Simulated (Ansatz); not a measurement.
**A computed series for ZnS: response to strain**

The parent structure is ZnS in the wurtzite structure (space group P6_3mc, No. 186; a = 3.738 Å, c = 6.143 Å). Axes: x lies along a and z along c of the hexagonal cell.

Strains are applied to the cell and any free atomic positions relax.

The values are results of LDA/PAW in Ansatz (a program for electronic structure), without spin-orbit coupling, not measurements.

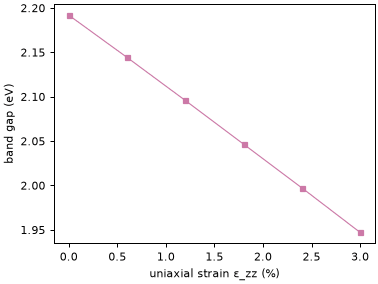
Figure: Band gap against uniaxial strain ε_zz

```
uniaxial strain ε_zz (%)  band gap
------------------------  --------
0.6                        2.14 eV
1.2                        2.10 eV
1.8                        2.05 eV
2.4                        2.00 eV
3                          1.95 eV
```

Stability against distortions was not tested.
